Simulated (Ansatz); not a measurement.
# Ga chain started as a dimerised line: period, moment and channels by functional, part 3 of 4

How many channels does the Ga chain started as a dimerised line carry, and how sure is the answer?

Ansatz 0.2.0; DFT PBE, plane waves, PAW; relaxation of a chain's period (the session's first sound run).

So far, conductance of the lead as this run defines it (G₀): 2.00 in steps 3, 5 and 7.

**8. Relaxing the period**

This step: DFT PBEsol, plane waves, PAW; relaxation of a chain's period (Ansatz 0.2.0).

The relaxation is repeated under another functional. PBEsol weakens PBE's gradient terms and usually lands between LDA and PBE.

input.yaml

```yaml
crystal:
  lattice:
    - [7.5, 0.0, 0.0]
    - [0.0, 7.5, 0.0]
    - [0.0, 0.0, 4.636]
  atoms:
    - { symbol: Ga, position: [0.5, 0.5, 0.0], spin: 0.5 }
    - { symbol: Ga, position: [0.5, 0.5, 0.45], spin: 0.5 }
magnetization:
  spin_polarized: true
kpoints:
  mp_grid: { grid: [1, 1, 18] }
scf:
  occupations: { method: fermi_dirac, width: 0.05 }
hamiltonian:
  xc: pbesol
relax:
  cell: { fix: [a, b, alpha, beta, gamma] }
  max_steps: 60
```

On the command line:

```bash
$ ansatz run input.yaml --threads 4 --pin off --max-ram 8192MiB --backend cpu --events-out ev --progress --plain --runs-dir out
```

Numbers of over 12 decimals in the logs are rounded to 6 here.

Log:

```text
[...]
Crystal: 2 atoms, lattice volume = 260.775 Å³
Basis set: ecut = 420 eV, 5111 PW (Γ), exchange–correlation on 108×108×64 points (8 copies of the dense FFT grid, shifted against one another)
Bands: 18, of which v1, the nominal top of the filled ones, is band 13 counted from 1 (12 counted from 0)
Symmetry: 16 space group operations
[...]
0.000000       0.186308       0.000000
        0.000000       0.000000       0.000231
  P = ⅓ Tr σ = 0.1243 GPa (1.243 kbar)
--- Relaxed structure (4 steps of the walk, 4 accepted, 1 SCFs on fresh bases) ---
[...]
cell:  # Å, volume = 254.3357 Å³
    - [7.5, 0.0, 0.0]
    - [0.0, 7.5, 0.0]
    - [0.0, 0.0, 4.521523]
  atoms:
    - { symbol: Ga, position: [0.5, 0.5, -0.024990] }
    - { symbol: Ga, position: [0.5, 0.5, 0.474990] }
[key lines of the parts left out:]
SCF converged after 5 iterations
Magnetization: -0.0000 μB (13.0000 up, 13.0000 down)
Free energy (F): -7483.292275 eV
Fermi energy:    -2.170859 eV
```

Run time: 7.2 s. Hardware: 4 threads of Arm Neoverse V2, shared host; peak memory 0.54 GiB.

Relaxation path:

| step | energy less that of the first step (eV) | largest force component (eV/Å) | pressure (GPa) | volume (Å³) |
| --- | --- | --- | --- | --- |
| 1 | 0.0000 | 4.7831 | 0.56 | 260.78 |
| 2 | -0.5497 | 0.0084 | 0.22 | 253.30 |
| 3 | -0.5504 | 0.0938 | 0.13 | 254.26 |
| 4 | -0.5506 | 0.0021 | 0.12 | 254.34 |
| 5* | -0.5504 | 0.0021 | 0.12 | 254.34 |

Relaxation steps marked * repeat the geometry before them on a plane-wave basis chosen anew for their cell, so energy and pressure can jump there.

Forces are held to the 16 operations that the run works with; a distortion that breaks them can't arise in this run.

| cell as run | before | after | change |
| --- | --- | --- | --- |
| c (Å) | 4.636 | 4.522 | -2.5 % |

The atoms that moved most (Å, along periodic axes as changes of fractional coordinates times the final cell, across vacuum about the mean position):

| atom | dx | dy | dz | length |
| --- | --- | --- | --- | --- |
| Ga1 | 0.000 | 0.000 | -0.113 | 0.113 |
| Ga2 | 0.000 | 0.000 | 0.113 | 0.113 |

The relaxed structure:

```
Ga
1.0
     7.50000    0.00000    0.00000
     0.00000    7.50000    0.00000
     0.00000    0.00000    4.52152
Ga
2
Cartesian
  3.7500 3.7500 -0.1130
  3.7500 3.7500 2.1477
```

The cell's length comes to 4.522 Å, -1.2 % against the first run, with no moment. The two atoms stand evenly on a line, so the true period is half of it.

**9. The perfect wire, level PBEsol, cutoff 420 eV**

This step: DFT PBEsol, plane waves, PAW; channels and complex bands of a perfect chain (Ansatz 0.2.0).

The channels are counted again under PBEsol, at the period that it gave.

input.yaml

```yaml
crystal:
  lattice:
    - [7.5, 0.0, 0.0]
    - [0.0, 7.5, 0.0]
    - [0.0, 0.0, 4.5215232402]
  atoms:
    - { symbol: Ga, position: [0.5, 0.5, 0.975010054] }
    - { symbol: Ga, position: [0.5, 0.5, 0.474989946] }
kpoints:
  mp_grid: { grid: [1, 1, 18] }
  band_path: { path: ["Γ", Z], npoints: 60 }
scf:
  occupations: { method: fermi_dirac, width: 0.05 }
hamiltonian:
  xc: pbesol
output:
  transmission:
    e_range: [-2, 2]
    de: 0.035
    kmesh: [1, 1]
    reduced_basis: true
    leads: [[0, 0]]
  dos: { projected: true, e_range: [-6, 4] }
```

Log:

```text
[...]
Crystal: 2 atoms, lattice volume = 254.336 Å³
Basis set: ecut = 420 eV, 5023 PW (Γ)
Bands: 17, of which v1, the nominal top of the filled ones, is band 13 counted from 1 (12 counted from 0)
Symmetry: 16 space group operations
[...]
k-points: 10 of 18
[...]
k-point 9: bands = [... 9 lower, -17.3307, -8.3933, -8.3927, -0.6826, -0.6826, -0.6822, -0.6822, 2.6852]
--- Transmission ---
  basis      : 497 plane waves across, 6 finite elements along
  points     : 1, standing for a mesh of 1 x 1
[...]
crystal 0  : Ga2, at the sites [0, 0], period 4.5215 Å: whole cells are its period
[...]
filled         : 5.9 meV over the level at which it is neutral
    channels       : 2.000000e0 a spin
[...]
[key lines of the parts left out:]
SCF converged after 6 iterations
Free energy (F): -7483.292275 eV
Fermi energy:    -2.171179 eV
```

Wall time 16 s (4 threads); peak memory 0.6 GiB; 56 s of CPU time.

The open channels of the lead, one spin by energy, zero at the Fermi level:

```
energy (eV)  open channels of the lead, one spin
     -2.000                                    1
     -1.790                                    1
     -1.615                                    1
     -1.405                                    0
     -1.195                                    0
     -0.985                                    0
     -0.810                                    0
     -0.600                                    0
     -0.390                                    2
     -0.215                                    2
     -0.005                                    2
      0.205                                    2
      0.415                                    2
      0.590                                    3
      0.800                                    3
      1.010                                    3
      1.185                                    3
      1.395                                    3
      1.605                                    3
      1.815                                    3
```

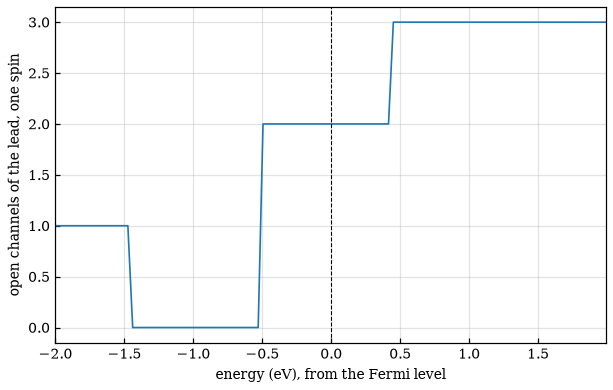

Open channels of the lead, one spin, plotted against energy.

At the computed energy nearest the Fermi level there are 2 channels a spin, and the thermal average gives 2.00 G₀.

**10. Side by side**

Times are for 4 threads of Arm Neoverse V2, shared host. The runs compared:

| no. | level | conductance of the lead as this run defines it (G₀) | time | memory (GiB) |
| --- | --- | --- | --- | --- |
| 1 | PBE | 2.001 | 15 s | 0.6 |
| 2 | r2SCAN | 2.000 | 17 s | 0.92 |
| 3 | LDA | 2.000 | 15 s | 0.62 |
| 4 | PBEsol | 2.000 | 16 s | 0.6 |

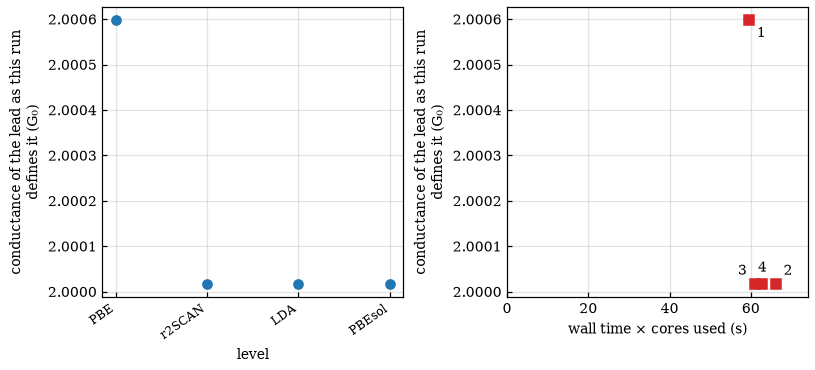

The series as plots; the last panel sets the first result against cost, with the runs numbered as in the table.

**11. Relaxing the period, cutoff 1088.46 eV**

This step: DFT PBE, plane waves, norm-conserving; relaxation of a chain's period (Ansatz 0.2.0).

The same functional on other atomic datasets tests how far the result hangs on the treatment of the cores. Against the first PBE run of this kind, the cutoff is 1088.46 eV against 420.

input.yaml

```yaml
crystal:
  lattice:
    - [7.5, 0.0, 0.0]
    - [0.0, 7.5, 0.0]
    - [0.0, 0.0, 4.636]
  atoms:
    - { symbol: Ga, position: [0.5, 0.5, 0.0], spin: 0.5 }
    - { symbol: Ga, position: [0.5, 0.5, 0.45], spin: 0.5 }
magnetization:
  spin_polarized: true
kpoints:
  mp_grid: { grid: [1, 1, 18] }
scf:
  occupations: { method: fermi_dirac, width: 0.05 }
hamiltonian:
  xc: pbe
  pseudopotentials: { kind: nc, accuracy: standard }
relax:
  cell: { fix: [a, b, alpha, beta, gamma] }
  max_steps: 60
```

Log:

```text
[...]
Crystal: 2 atoms, lattice volume = 260.775 Å³
Basis set: ecut = 1088.45545 eV, 21289 PW (Γ), exchange–correlation on 162×162×100 points (8 copies of the dense FFT grid, shifted against one another)
Bands: 18, of which v1, the nominal top of the filled ones, is band 13 counted from 1 (12 counted from 0)
Symmetry: 16 space group operations
[...]
0.000000       0.197338      -0.000000
       -0.000000      -0.000000       0.034913
  P = ⅓ Tr σ = 0.1432 GPa (1.432 kbar)
--- Relaxed structure (4 steps of the walk, 4 accepted, 1 SCFs on fresh bases) ---
[...]
cell:  # Å, volume = 257.9843 Å³
    - [7.5, 0.0, 0.0]
    - [0.0, 7.5, 0.0]
    - [0.0, 0.0, 4.586388]
  atoms:
    - { symbol: Ga, position: [0.5, 0.5, -0.024980] }
    - { symbol: Ga, position: [0.5, 0.5, 0.474980] }
[key lines of the parts left out:]
SCF converged after 5 iterations
Magnetization: -0.0000 μB (13.0000 up, 13.0000 down)
Free energy (F): -4159.152536 eV
Fermi energy:    -1.921519 eV
```

Run time: 27 s. Hardware: 4 threads; peak memory 1.2 GiB.

The cell's length comes to 4.586 Å, +0.2 % against the first run, with no moment. The two atoms stand evenly on a line, so the true period is half of it.

**12. Relaxation of atoms and period**

This step: DFT PBE, plane waves, PAW; relaxation of a chain's period (Ansatz 0.2.0).

No moment formed, so a run without spin should agree; this checks it and saves time.

input.yaml, the sections that differ from step 11:

```yaml
crystal:
  lattice:
    - [7.5, 0.0, 0.0]
    - [0.0, 7.5, 0.0]
    - [0.0, 0.0, 4.636]
  atoms:
    - { symbol: Ga, position: [0.5, 0.5, 0.0] }
    - { symbol: Ga, position: [0.5, 0.5, 0.45] }
hamiltonian:
  xc: pbe
# kpoints, scf, relax: as in step 11
# magnetization: removed
```

Log:

```text
[...]
Crystal: 2 atoms, lattice volume = 260.775 Å³
Basis set: ecut = 420 eV, 5111 PW (Γ), exchange–correlation on 108×108×64 points (8 copies of the dense FFT grid, shifted against one another)
Bands: 17, of which v1, the nominal top of the filled ones, is band 13 counted from 1 (12 counted from 0)
Symmetry: 16 space group operations
[...]
k-points: 10 of 18
[...]
0.197396       0.000000       0.000000
        0.000000       0.197396       0.000000
        0.000000       0.000000       0.018055
  P = ⅓ Tr σ = 0.1376 GPa (1.376 kbar)
--- Relaxed structure (4 steps of the walk, 4 accepted, 1 SCFs on fresh bases) ---
[...]
cell:  # Å, volume = 257.5164 Å³
    - [7.5, 0.0, 0.0]
    - [0.0, 7.5, 0.0]
    - [0.0, 0.0, 4.578070]
  atoms:
    - { symbol: Ga, position: [0.5, 0.5, -0.024980] }
    - { symbol: Ga, position: [0.5, 0.5, 0.474980] }
[key lines of the parts left out:]
SCF converged after 6 iterations
Free energy (F): -7563.339877 eV
Fermi energy:    -2.090800 eV
```

Wall time 3.2 s (4 threads); peak memory 0.49 GiB; 11 s of CPU time.

The cell's length comes to 4.578 Å, +0.0 % against the first run, with spin left out. The two atoms stand evenly on a line, so the true period is half of it.

**13. Side by side**

Times are for 4 threads of Arm Neoverse V2, shared host. The series side by side:

```
no.          level  cell length along the wire (Å)   time  memory (GiB)
  1            PBE                           4.578  7.6 s          0.53
  2         r2SCAN                           4.513   29 s           1.1
  3            LDA                           4.471  6.8 s          0.49
  4         PBEsol                           4.522  7.2 s          0.54
  5  PBE, NC files                           4.586   27 s           1.2
  6   PBE, no spin                           4.578  3.2 s          0.49
```

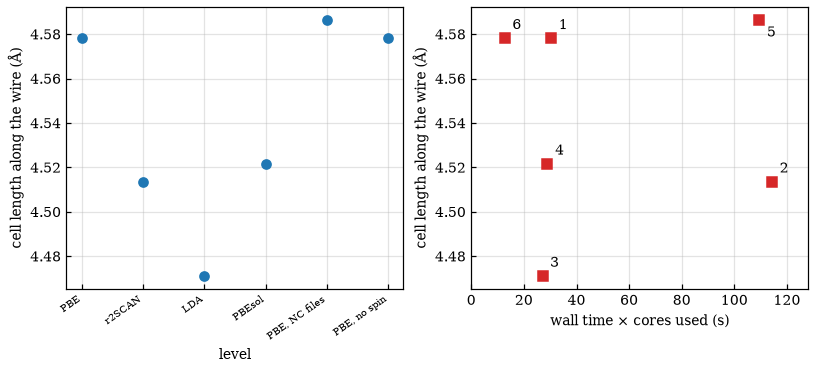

The series as plots; the last panel sets the first result against cost, with the runs numbered as in the table.

**14. Two-component spinors**

This step: DFT PBE, plane waves, fully relativistic PAW; channels of a perfect chain with spin-orbit coupling (Ansatz 0.2.0).

Spin-orbit coupling mixes the spins and splits bands that cross or touch without it, so it can open or close channels. Fully relativistic datasets take the place of the scalar ones. The window is narrow, since spinor matrices are twice as large.

input.yaml

```yaml
crystal:
  lattice:
    - [7.5, 0.0, 0.0]
    - [0.0, 7.5, 0.0]
    - [0.0, 0.0, 4.5780593141]
  atoms:
    - { symbol: Ga, position: [0.5, 0.5, 0.975020197] }
    - { symbol: Ga, position: [0.5, 0.5, 0.474979803] }
kpoints:
  mp_grid: { grid: [1, 1, 18] }
  band_path: { path: ["Γ", Z], npoints: 60 }
scf:
  occupations: { method: fermi_dirac, width: 0.05 }
hamiltonian:
  xc: pbe
  pseudopotentials: { kind: paw_fr }
output:
  transmission:
    e_range: [-0.42, 0.42]
    de: 0.035
    kmesh: [1, 1]
    reduced_basis: false
    leads: [[0, 0]]
magnetization:
  noncollinear: true
  spin_orbit: true
```

Log:

```text
[...]
non-collinear run that drives no moment, with spin-orbit: no starting moment large enough to seed its density (crystal.atoms[].spin), no starting occupations that ask for one, no magnetisation constraint and no magnetic field, so the semilocal B_xc is pinned to zero
Crystal: 2 atoms, lattice volume = 257.516 Å³
Basis set: ecut = 420 eV, 5063 PW (Γ)
Bands: 34, of which v1, the nominal top of the filled ones, is band 26 counted from 1 (25 counted from 0)
Symmetry: 16 space group operations + 16 with time reversal
[...]
k-points: 10 of 18
Projection manifold: j_resolved (fully-relativistic pseudo-atomic orbitals)
[...]
SCF iter   1: F=—  HF=-7563.677516 eV  |F-HF|=—  |Δ(HF+E_count)|=         —  Δρ=1.38e-2  dr2=5.67e-1  dr2_m=0.00e0 (ungated)  ethr=2.16e-3  |M|=0.00e0 ∫|m|=0.00e0 μB  |m|>n=0.0e0 m-floor=0.0e0 τ_xc=0.0e0  β_m=1.00  ⟨swp⟩=1.2  Hψ=1128  notcnv=0
[...]
spin=Noncollinear: LDOS preconditioning applied to the charge; magnetization (m_x, m_y, m_z) channels mix plain (no charge-response kernel on spin).
SCF iter   2: F=—  HF=-7563.524682 eV  |F-HF|=—  |Δ(HF+E_count)|=   1.53e-1  Δρ=5.91e-3  dr2=5.85e-2  dr2_m=0.00e0 (ungated)  ethr=2.16e-3  |M|=0.00e0 ∫|m|=0.00e0 μB  |m|>n=0.0e0 m-floor=0.0e0 τ_xc=0.0e0  β_m=0.91  ⟨swp⟩=2.1  Hψ=341  notcnv=0
[...]
SCF iter   8: F=-7563.501414 eV  HF=-7563.501414 eV  |F-HF|=7.44e-10  |Δ(HF+E_count)|=   6.20e-8  Δρ=8.92e-7  dr2=3.37e-9  dr2_m=0.00e0 (ungated)  ethr=2.15e-10  |M|=0.00e0 ∫|m|=0.00e0 μB  |m|>n=0.0e0 m-floor=0.0e0 τ_xc=0.0e0  ⟨swp⟩=1.0  Hψ=510  notcnv=0
SCF 1 converged in 8 iterations: F = -7563.501414 eV  dr2 = 3.37e-9
[...]
transmission: 6 of 6 steps passed
SCF converged after 8 iterations
Magnetization: |M| = 0.0000 μB,  M = (+0.0000, +0.0000, +0.0000) μB
Absolute magnetization: 0.0000 μB (∫|m|)
  site 0: m = (+0.0000, +0.0000, +0.0000) μB, |m| = 0.0000 μB  (R = 0.94 Å)
  site 1: m = (+0.0000, +0.0000, +0.0000) μB, |m| = 0.0000 μB  (R = 0.94 Å)
Free energy (F): -7563.501414 eV
[...]
Internal energy: -7563.484451 eV  (E = F + TS)
E sigma→0 (E₀):  -7563.492932 eV
Entropy (-TS):   -0.016963 eV (-8.482 meV/atom)
Fermi energy:    -2.090762 eV
[...]
--- Band table (eV; the first three rows and the last of 10) ---
  k-point 0: bands = [... 22 lower, -3.5960, -3.5960, -2.6408, -2.6408, -2.5511, -2.5511, -1.8984, -1.8984, ... 4 higher]
  k-point 1: bands = [... 22 lower, -3.9132, -3.9132, -2.6160, -2.6160, -2.5263, -2.5263, -1.5352, -1.5352, ... 4 higher]
  k-point 2: bands = [... 22 lower, -4.5229, -4.5229, -2.5415, -2.5415, -2.4518, -2.4518, -0.7885, -0.7885, ... 4 higher]
  k-point 9: bands = [... 22 lower, -8.2990, -8.2990, -0.6901, -0.6901, -0.6892, -0.6892, -0.5985, -0.5985, ... 4 higher]
--- Transmission ---
  basis      : 497 plane waves across, 6 finite elements along
  points     : 1, standing for a mesh of 1 x 1
[...]
crystal 0  : Ga2, at the sites [0, 0], period 4.5781 Å: whole cells are its period
[...]
filled         : 3.7 meV over the level at which it is neutral
    channels       : 4.000000e0 of both spins
[...]
```

It took 5.2 min on 4 threads; peak memory 3.8 GiB; 18 min of CPU time.

Numbers from this step:

```
energy at zero smearing                                    : -7563.4929 eV
conductance of the lead as this run defines it             : 2.001 G₀
channels at the energy nearest the Fermi level, both spins : 4
```

The open channels of the lead, both spins by energy, zero at the Fermi level:

```csv
energy (eV),"open channels of the lead, both spins"
-0.420,4
-0.350,4
-0.280,4
-0.210,4
-0.175,4
-0.105,4
-0.035,4
0.000,4
0.035,4
0.105,4
0.175,4
0.210,6
0.280,6
0.350,6
0.420,6
```

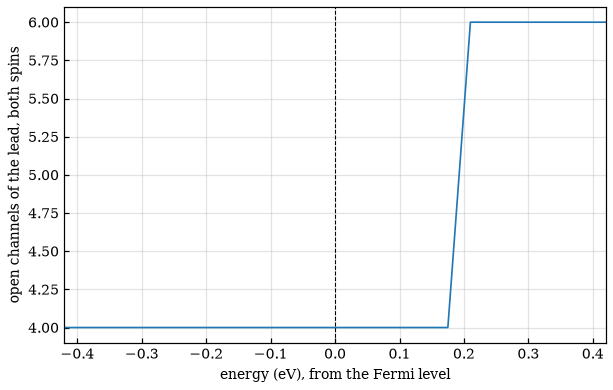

Open channels of the lead, both spins against energy.

[end of part 3 of 4]

[Logs are printed without paths, hosts, clocks, repeated set-up lines and the standing remarks that a program may print on its own settings, such as how far it seeks lower states.]

[Hosts, paths, dates, database ids (printed as entryN), source tags and the programs' standing remarks are cut or masked in the printed files.]
